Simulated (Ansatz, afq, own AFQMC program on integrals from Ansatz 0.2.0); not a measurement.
# SiH3 (doublet): quantum Monte Carlo beside coupled cluster, aug-cc-pVDZ, part 1 of 2

Aim: compute SiH3 (doublet) with auxiliary-field quantum Monte Carlo on the same integrals as coupled cluster, and set the energies side by side.

Method: aug-cc-pVDZ, frozen cores; program: Ansatz 0.2.0, Gaussian basis, and an in-house AFQMC program (afq) on its integrals; all values are calculated.

To be run: PBE (unrestricted); r2SCAN (unrestricted); PBE0 (unrestricted); B3LYP (unrestricted); wB97M-V (unrestricted); B2PLYP (unrestricted); CCSD(T) on ROHF; CCSDT(Q) on ROHF; Phaseless AFQMC, CISD trial on ROHF; CCSD(T) on UHF; CCSDT(Q) on UHF; Phaseless AFQMC, CISD trial on UHF.

## Step 1: What is computed

The geometry is a PBE0/def2-TZVPD stationary point (not a proven minimum) of the parent state, kept for this charge and spin.

4 atoms, charge 0, spin multiplicity 2.

Atoms are counted from 1 here; the program's logs count them from 0.

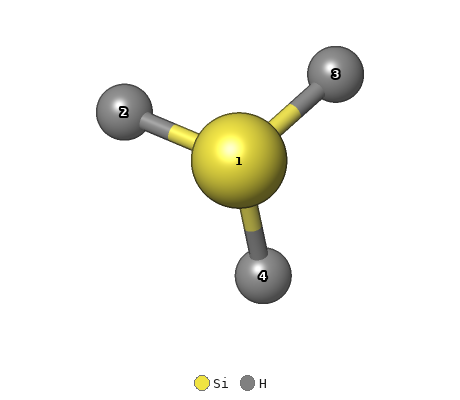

The structure; silicon yellow, hydrogen grey; atoms are numbered from 1 in the order of the file.

Coordinates:

```xyz
4
H3Si
Si    0.0000    0.0000   -0.0804
H     1.3052   -0.0002    0.7466
H    -0.6524    1.1304    0.7466
H    -0.6528   -1.1302    0.7466
```

## Step 2: PBE (unrestricted)

Contents of in.yaml:

```yaml
crystal:
  periodic: [false, false, false]
  atoms:
    - {symbol: Si, position_ang: [0.000001, 0.000000, -0.080385]}
    - {symbol: H, position_ang: [1.305166, -0.000195, 0.746632]}
    - {symbol: H, position_ang: [-0.652425, 1.130403, 0.746625]}
    - {symbol: H, position_ang: [-0.652756, -1.130219, 0.746613]}
basis:
  gaussian: {orbitals: aug-cc-pVDZ}
magnetization: {spin_polarized: true, initial_magnetization: 1}
hamiltonian: {xc: {name: PBE}}
output: {orbitals: {seedname: orbitals}}
```

Started as:

```bash
> ansatz run in.yaml --threads 1 --pin off --events-out ev --progress --plain --max-ram 1843MiB
```

Output:

```text
Functional definition: PBE
  name "PBE"
  cite "Perdew, Burke & Ernzerhof, Phys. Rev. Lett. 77, 3865 (1996) doi:10.1103/PhysRevLett.77.3865"
  parent pbe
  parameter kappa = 0.804
  parameter beta = 0.06672455060314922
  exchange = pbe_x(kappa = kappa, mu = beta*pi^2/3)
  correlation = pbe_c(beta = beta)
529 factors; their error is unknown
mean field evaluation 1: about -7918.4608 eV, gradient 1.2e1 eV
mean field evaluation 2: about -7918.5801 eV, gradient 1.1e1 eV
mean field evaluation 4: about -7919.8154 eV, gradient 5.1e-1 eV
mean field evaluation 8: about -7919.7821 eV, gradient 1.1e-3 eV
mean field -7919.78207522 eV, -291.0466230433 hartree, gradient 1.1e-5 eV, S^2 0.752540; 0 other end points of the search recorded, 0 dependent functions left out
reference -7919.78213150 eV, -291.0466251113 hartree; 9, 8 occupied and 45, 46 virtual orbitals, 529 factors
Total energy: -7919.78213150 eV, -291.0466251113 hartree
```

Wall time 1.1 s (1 thread of Intel Xeon Platinum 8259CL at 2.50GHz, shared host); peak memory 0.27 GiB.

From the report: ⟨S²⟩ of the determinant 0.753 (pure doublet: 0.75).

## Step 3: r2SCAN (unrestricted)

Changes to in.yaml since step 2:

```diff
@@ -10,3 +10,2 @@
 magnetization: {spin_polarized: true, initial_magnetization: 1}
-hamiltonian: {xc: {name: PBE}}
-output: {orbitals: {seedname: orbitals}}
+hamiltonian: {xc: {name: r2SCAN}}
```

Same command.

Output:

```text
Functional definition: r2SCAN
  name "r2SCAN"
  cite "Furness, Kaplan, Ning, Perdew & Sun, J. Phys. Chem. Lett. 11, 8208 (2020) doi:10.1021/acs.jpclett.0c02405"
  cite "Furness, Kaplan, Ning, Perdew & Sun, J. Phys. Chem. Lett. 11, 9248 (2020) doi:10.1021/acs.jpclett.0c03077"
  parent r2scan
  parameter k0 = 0.174
  parameter k1 = 0.065
  parameter a1 = 4.9479
  exchange = r2scan_x(k0 = k0, k1 = k1, a1 = a1)
  correlation = r2scan_c
529 factors; their error is unknown
mean field evaluation 1: about -7922.3105 eV, gradient 1.0e1 eV
mean field evaluation 2: about -7922.7271 eV, gradient 7.8e0 eV
mean field evaluation 4: about -7923.3197 eV, gradient 3.3e-1 eV
mean field evaluation 8: about -7923.2847 eV, gradient 1.6e-3 eV
mean field -7923.28470098 eV, -291.1753421656 hartree, gradient 4.7e-5 eV, S^2 0.754298; 0 other end points of the search recorded, 0 dependent functions left out
reference -7923.28471722 eV, -291.1753427624 hartree; 9, 8 occupied and 45, 46 virtual orbitals, 529 factors
Total energy: -7923.28471722 eV, -291.1753427624 hartree
```

Run time: 2.1 s. Hardware: 1 thread of Intel Xeon Platinum 8259CL at 2.50GHz, shared host; peak memory 0.27 GiB.

From the report: ⟨S²⟩ of the determinant 0.754 (pure doublet: 0.75).

## Step 4: PBE0 (unrestricted)

Changes to in.yaml since step 3:

```diff
@@ -10,2 +10,3 @@
 magnetization: {spin_polarized: true, initial_magnetization: 1}
-hamiltonian: {xc: {name: r2SCAN}}
+hamiltonian: {xc: {name: PBE0}}
+output: {orbitals: {seedname: orbitals}}
```

Same command.

Output:

```text
Functional definition: PBE0
  name "PBE0"
  cite "Adamo & Barone, J. Chem. Phys. 110, 6158 (1999) doi:10.1063/1.478522"
  cite "Perdew, Burke & Ernzerhof, Phys. Rev. Lett. 77, 3865 (1996) doi:10.1103/PhysRevLett.77.3865"
  parent pbe
  parameter a = 0.25
  parameter kappa = 0.804
  parameter beta = 0.06672455060314922
  exchange = (1 - a)*pbe_x(kappa = kappa, mu = beta*pi^2/3) + a*exact_x
  correlation = pbe_c(beta = beta)
544 factors; their error is unknown
mean field evaluation 1: about -7919.8877 eV, gradient 8.5e0 eV
mean field evaluation 2: about -7920.3729 eV, gradient 4.8e0 eV
mean field evaluation 4: about -7920.5979 eV, gradient 2.3e-1 eV
mean field evaluation 8: about -7920.6442 eV, gradient 4.0e-3 eV
mean field -7920.64417072 eV, -291.0783044686 hartree, gradient 6.4e-6 eV, S^2 0.752459; 0 other end points of the search recorded, 0 dependent functions left out
reference -7920.64420865 eV, -291.0783058625 hartree; 9, 8 occupied and 45, 46 virtual orbitals, 544 factors
Total energy: -7920.64420865 eV, -291.0783058625 hartree
```

Wall time 1.1 s (1 thread of Intel Xeon Platinum 8259CL at 2.50GHz, shared host); peak memory 0.27 GiB.

From the report: ⟨S²⟩ of the determinant 0.752 (pure doublet: 0.75).

## Step 5: B3LYP (unrestricted)

Changes to in.yaml since step 4:

```diff
@@ -10,3 +10,2 @@
 magnetization: {spin_polarized: true, initial_magnetization: 1}
-hamiltonian: {xc: {name: PBE0}}
-output: {orbitals: {seedname: orbitals}}
+hamiltonian: {xc: {name: B3LYP}}
```

Same command.

Output:

```text
Functional definition: B3LYP
  name "B3LYP"
  cite "Stephens, Devlin, Chabalowski & Frisch, J. Phys. Chem. 98, 11623 (1994) doi:10.1021/j100096a001"
  cite "Becke, Phys. Rev. A 38, 3098 (1988) doi:10.1103/PhysRevA.38.3098"
  cite "Lee, Yang & Parr, Phys. Rev. B 37, 785 (1988) doi:10.1103/PhysRevB.37.785"
  cite "Vosko, Wilk & Nusair, Can. J. Phys. 58, 1200 (1980) doi:10.1139/p80-159"
  parameter a0 = 0.2
  parameter ax = 0.72
  parameter ac = 0.81
  exchange = (1 - a0 - ax)*slater_x + ax*b88_x + a0*exact_x
  correlation = (1 - ac)*vwn_rpa_c + ac*lyp_c
537 factors; their error is unknown
mean field evaluation 1: about -7923.8387 eV, gradient 9.6e0 eV
mean field evaluation 2: about -7924.3607 eV, gradient 6.1e0 eV
mean field evaluation 4: about -7924.7218 eV, gradient 2.7e-1 eV
mean field evaluation 8: about -7924.7517 eV, gradient 2.0e-3 eV
mean field -7924.75169562 eV, -291.2292532244 hartree, gradient 4.9e-5 eV, S^2 0.751644; 0 other end points of the search recorded, 0 dependent functions left out
reference -7924.75192144 eV, -291.2292615233 hartree; 9, 8 occupied and 45, 46 virtual orbitals, 537 factors
Total energy: -7924.75192144 eV, -291.2292615233 hartree
```

Run time: 1.6 s. Hardware: 1 thread of Intel Xeon Platinum 8259CL at 2.50GHz, shared host; peak memory 0.27 GiB.

From the report: ⟨S²⟩ of the determinant 0.752 (pure doublet: 0.75).

## Step 6: wB97M-V (unrestricted)

Changes to in.yaml since step 5:

```diff
@@ -10,2 +10,3 @@
 magnetization: {spin_polarized: true, initial_magnetization: 1}
-hamiltonian: {xc: {name: B3LYP}}
+hamiltonian: {xc: {name: wB97M-V}}
+output: {orbitals: {seedname: orbitals}}
```

The command is unchanged.

Output (excerpt; [...] marks lines left out):

```text
Functional definition: wB97M-V
  name "wB97M-V"
  cite "Mardirossian & Head-Gordon, J. Chem. Phys. 144, 214110 (2016) doi:10.1063/1.4952647"
  cite "Becke, J. Chem. Phys. 107, 8554 (1997) doi:10.1063/1.475007"
  cite "Vydrov & Van Voorhis, J. Chem. Phys. 133, 244103 (2010) doi:10.1063/1.3521275"
  # Of w^i u^j: cxij and so on, Table III.
[...]
  gx(w, u) = 1 - cx + cx01*u + cx10*w
  gss(w, u) = css00 + css04*u^4 + css10*w + css20*w^2 + css43*w^4*u^3
  gos(w, u) = cos00 + cos10*w + (cos20 + cos21*u)*w^2 + (cos60 + cos61*u)*w^6
[...]
      + integral(e_c_pw_mod_opposite_spin*gos(b97_w_opposite, b97_u_opposite)) + vv10(b, c)
529 factors; their error is unknown
247 factors; integrals over basis functions are off by at most 2.7e-6 eV
[...]
mean field -7922.98909612 eV, -291.1644788875 hartree, gradient 1.9e-5 eV, S^2 0.750924; 0 other end points of the search recorded, 0 dependent functions left out
reference -7922.98915723 eV, -291.1644811334 hartree; 9, 8 occupied and 45, 46 virtual orbitals, 529 factors
Total energy: -7922.98915723 eV, -291.1644811334 hartree
```

It took 4.3 s on 1 thread of Intel Xeon Platinum 8259CL at 2.50GHz, shared host; peak memory 0.27 GiB.

From the report: ⟨S²⟩ of the determinant 0.751 (pure doublet: 0.75).

## Step 7: B2PLYP (unrestricted)

Changes to in.yaml since step 6:

```diff
@@ -10,3 +10,3 @@
 magnetization: {spin_polarized: true, initial_magnetization: 1}
-hamiltonian: {xc: {name: wB97M-V}}
-output: {orbitals: {seedname: orbitals}}
+hamiltonian: {xc: {name: B2PLYP}}
+correlation: {electrons: outside_noble_gas}
```

The command is unchanged.

Output (excerpt; [...] marks lines left out):

```text
Functional definition: B2PLYP
  name "B2PLYP"
  cite "Grimme, J. Chem. Phys. 124, 034108 (2006) doi:10.1063/1.2148954"
  cite "Becke, Phys. Rev. A 38, 3098 (1988) doi:10.1103/PhysRevA.38.3098"
  cite "Lee, Yang & Parr, Phys. Rev. B 37, 785 (1988) doi:10.1103/PhysRevB.37.785"
[...]
529 factors; integrals over basis functions are off by at most 7.6e-4 eV
[...]
mean field -7919.49570004 eV, -291.0360989495 hartree, gradient 3.2e-6 eV, S^2 0.752446; 0 other end points of the search recorded, 0 dependent functions left out
5 core orbitals not correlated: weight in the atoms' cores, before any rotation towards them, 1.000 or more for the frozen orbitals, at most 0.000 for the correlated occupied ones
reference -7919.49583828 eV, -291.0361040299 hartree; 4, 3 occupied and 45, 46 virtual orbitals, 529 factors
second order -3.48644543 eV of doubles, -0.00000000 eV of singles
Total energy: -7920.43717855 eV, -291.0706976466 hartree
```

It took 1.6 s on 1 thread of Intel Xeon Platinum 8259CL at 2.50GHz, shared host; peak memory 0.27 GiB.

From the report: ⟨S²⟩ of the determinant 0.752 (pure doublet: 0.75).

## Step 8: CCSD(T) on ROHF

Changes to in.yaml since step 7:

```diff
@@ -9,4 +9,3 @@
   gaussian: {orbitals: aug-cc-pVDZ}
-magnetization: {spin_polarized: true, initial_magnetization: 1}
-hamiltonian: {xc: {name: B2PLYP}}
-correlation: {electrons: outside_noble_gas}
+magnetization: {spin_polarized: false, initial_magnetization: 1}
+correlation: {method: ccsd_t, electrons: outside_noble_gas, hamiltonian_folder: ham}
```

Launched as before.

Output (excerpt; [...] marks lines left out):

```text
Functional definition: HF
  name "HF"
  cite "Fock, Z. Phys. 61, 126 (1930) doi:10.1007/BF01340294"
  parent pbe
[...]
529 factors; integrals over basis functions are off by at most 7.6e-4 eV
[...]
mean field -7907.62415292 eV, -290.5998276398 hartree, gradient 2.8e-6 eV, S^2 0.750000; 0 other end points of the search recorded, 0 dependent functions left out
5 core orbitals not correlated: weight in the atoms' cores, before any rotation towards them, 1.000 or more for the frozen orbitals, at most 0.000 for the correlated occupied ones
reference -7907.62415292 eV, -290.5998276398 hartree; 4, 3 occupied and 45, 46 virtual orbitals, 529 factors
second order -2.75944645 eV of doubles, -0.02470210 eV of singles
cycle   1  -3.34003323 eV  change   -5.6e-1 eV  update   5.9e-2
[...]
cycle  10  -3.56651323 eV  change   -1.3e-6 eV  update   3.5e-6
perturbative correction -0.08359355 eV, -0.0030720063 hartree
Total energy: -7911.27425970 eV, -290.7339665896 hartree
```

Run time: 1.9 s. Hardware: 1 thread of Intel Xeon Platinum 8259CL at 2.50GHz, shared host; peak memory 0.27 GiB.

From the report: correlation -3.6501 eV; T1 0.019; largest double amplitude 0.03.

This run also writes the integrals to the folder ham.

## Step 9: CCSDT(Q) on ROHF

Changes to in.yaml since step 8:

```diff
@@ -10,2 +10,2 @@
 magnetization: {spin_polarized: false, initial_magnetization: 1}
-correlation: {method: ccsd_t, electrons: outside_noble_gas, hamiltonian_folder: ham}
+correlation: {method: ccsdt_q, electrons: outside_noble_gas}
```

Same command.

Output (excerpt; [...] marks lines left out):

```text
Functional definition: HF
  name "HF"
  cite "Fock, Z. Phys. 61, 126 (1930) doi:10.1007/BF01340294"
  parent pbe
[...]
947 factors; integrals over basis functions are off by at most 1.2e-7 eV
[...]
mean field -7907.62416597 eV, -290.5998281192 hartree, gradient 2.7e-6 eV, S^2 0.750000; 0 other end points of the search recorded, 0 dependent functions left out
5 core orbitals not correlated: weight in the atoms' cores, before any rotation towards them, 1.000 or more for the frozen orbitals, at most 0.000 for the correlated occupied ones
reference -7907.62416597 eV, -290.5998281192 hartree; 4, 3 occupied and 45, 46 virtual orbitals, 947 factors
second order -2.75945634 eV of doubles, -0.02470209 eV of singles
cycle   1  -3.34002106 eV  change   -5.6e-1 eV  update   6.4e-2
[...]
cycle  15  -3.67345881 eV  change    6.6e-7 eV  update   2.1e-7
perturbative correction -0.00175794 eV, -0.0000646029 hartree
Total energy: -7911.29938271 eV, -290.7348898434 hartree
```

Run time: 29 s. Hardware: 1 thread of Intel Xeon Platinum 8259CL at 2.50GHz, shared host; peak memory 0.43 GiB.

From the report: correlation -3.6752 eV; T1 0.020; largest double amplitude 0.03.

(Continued in part 2 of 2.)
